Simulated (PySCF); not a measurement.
C5H2F4 (SMILES F/C=C1C=C\1C(F)(F)F)

```yaml
atoms:
  - { symbol: F, position_ang: [3.2882, 0.0601, -0.0337] }
  - { symbol: C, position_ang: [2.0727, -0.5253, 0.0767] }
  - { symbol: C, position_ang: [0.9763, 0.1742, -0.0396] }
  - { symbol: C, position_ang: [0.2163, 1.4004, -0.2510] }
  - { symbol: C, position_ang: [-0.4779, 0.2934, -0.0515] }
  - { symbol: C, position_ang: [-1.7776, -0.3895, 0.0779] }
  - { symbol: F, position_ang: [-1.9330, -1.3484, -0.8478] }
  - { symbol: F, position_ang: [-2.8085, 0.4562, -0.0592] }
  - { symbol: F, position_ang: [-1.9146, -0.9814, 1.2742] }
  - { symbol: H, position_ang: [2.1356, -1.5842, 0.2635] }
  - { symbol: H, position_ang: [0.2279, 2.4471, -0.4355] }
```

Geometry: GFN2-xTB.

Method: PBE0/pcSseg-1, SCF density, gas phase, non-relativistic (PySCF).

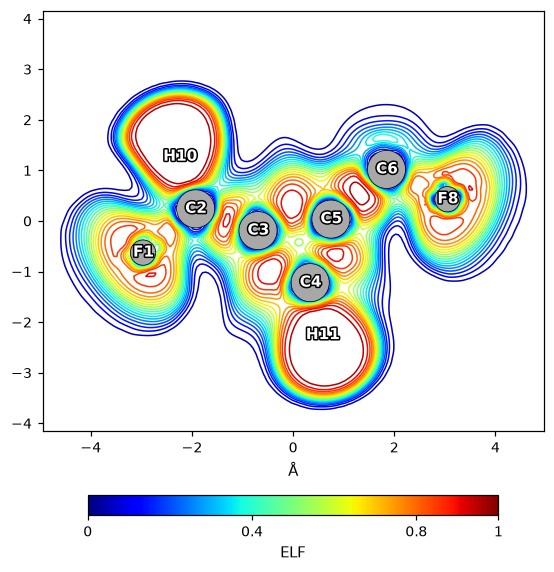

Figure 1. Electron localisation function on the plane of atoms C2, C3 and C4. Grey discs cover the atomic cores.

### Interpret the plot.

- Atoms in the plane: F, C and H.
- C–C (1.31 Å): the ELF peaks at about 0.90 between the atoms (a multiple bond).
- C–F (1.34 Å): the ELF peaks at about 0.85 between the atoms; a polar covalent bond.
- C–H (1.06 Å): the ELF climbs to about 1 towards the hydrogen, as it does in any bond to H: a covalent bond by its length.
- C–C (1.46 Å): the ELF peaks at about 0.80 between the atoms; a covalent bond.
- The ELF also peaks beside F1 and F8, away from the bonds: lone-pair regions.

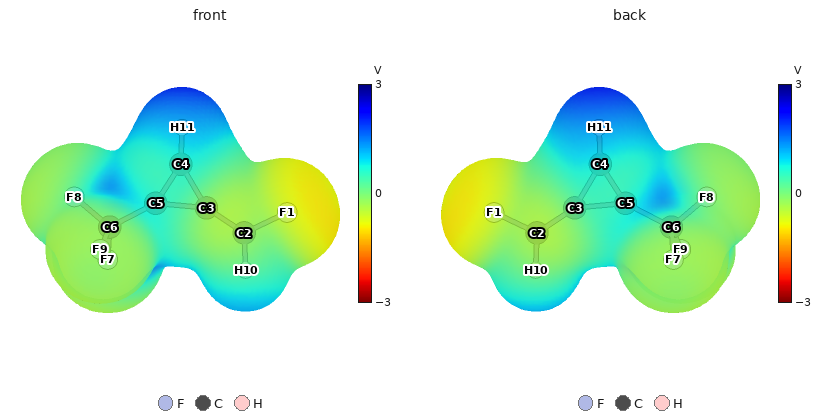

Figure 2. The molecular electrostatic potential painted on the density surface at 0.002 e/bohr³, seen from the front and from behind; red is negative and blue positive.

### Describe the electrostatic potential map.

The most negative region (about −0.9 V) lies over F1, the most positive (about +2.0 V) over H11.

### How polar is the molecule by this calculation?

Its dipole moment is 1.51 D.
